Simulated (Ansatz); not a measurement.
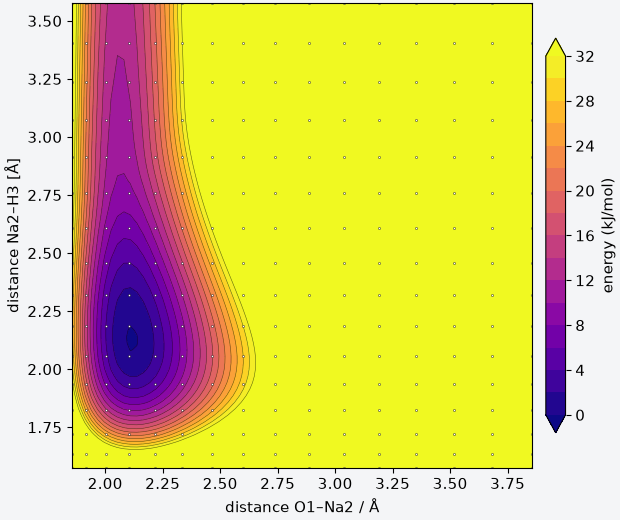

The system O + NaH, spin multiplicity 3. 
- The first coordinate is: distance O1–Na2; the second: distance Na2–H3.
- Nothing is relaxed (the angle O1–Na2–H3 is fixed at 180 degrees).
- The scan uses a 16 × 16 grid.
- Points are written as (first, second).
- Energies are in kJ/mol, from the lowest grid point.
- Theory: UKS PBE0-D4/def2-SVPD in Ansatz.

The picture shows filled contours, dots at the grid points, one colour for all values above the top of the scale. Between grid points the surface is interpolated.

### Where is the minimum, and how stiff is the well along each coordinate?

The interpolated minimum is at distance O1–Na2 ≈ 2.114 Å, distance Na2–H3 ≈ 2.129 Å. The curvatures there are about 5.6 eV/Å² and 1.3 eV/Å², with a cross term of about 0.29 eV/Å². Round the minimum the two coordinates are weakly coupled (coupling 0.11 in units of the two stiffnesses). (1 eV is 96.5 kJ/mol.)
